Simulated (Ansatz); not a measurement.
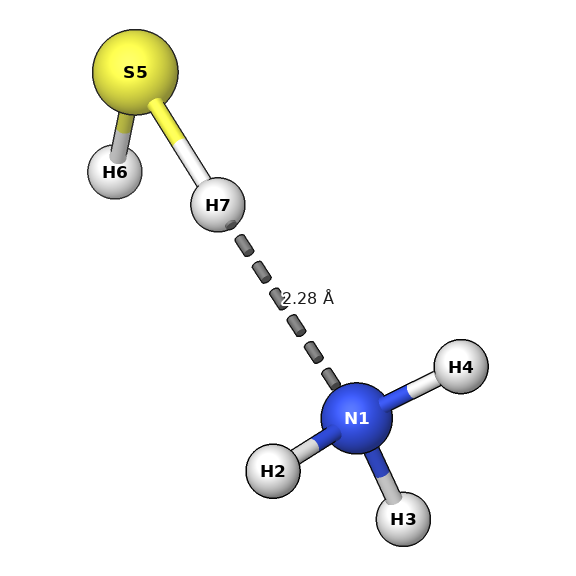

Two molecules or ions; the broken line marks their closest contact (measured against van der Waals radii). Geometry: a pair of rigid molecules at a changed separation. Program: Ansatz 0.2.0.

> Which two species are they?

NH3 and H2S (`N.S`).

Give the counterpoise-corrected interaction energy (kJ/mol, monomers kept as in the pair) with RHF-CCSD(T) (frozen core)/def2-TZVPPD; PBE-D4/def2-TZVPPD; ωB97M-V/def2-TZVPPD; PBE0-D4/def2-TZVPPD.

```tsv
level	interaction energy (kJ/mol)
RHF-CCSD(T) (frozen core)/def2-TZVPPD	−13.3
PBE-D4/def2-TZVPPD	−18.6
ωB97M-V/def2-TZVPPD	−14.4
PBE0-D4/def2-TZVPPD	−17.5
```
